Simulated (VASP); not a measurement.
Band structure of AlN (wurtzite). All values below come from revPBE GGA, VASP's PBE PAW potentials (set 64) (plane waves; VASP 6.6.1).

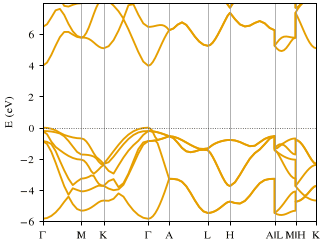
*Bands along high-symmetry lines, zero at the valence-band maximum or, without a gap, the Fermi level*

**Question.** Read the plot: is there a gap, and where are the band edges?

**Answer.** The gap is direct, 3.97 eV, from the valence maximum at Γ to the conduction minimum at Γ. (Edges off the drawn lines would not show.)

Measured: gap 6.51 eV (computed value off by -2.54 eV), as given by Martin Feneberg et al., Physical Review B (2010), doi:10.1103/physrevb.82.075208 [zero-point renormalisation of 0.417 eV (from the measured temperature dependence, row gaps:miglio2020:AlN_wz:gap_zpr, arXiv:2011.12765) added back].

The compound is AlN in the wurtzite structure. It was relaxed first.
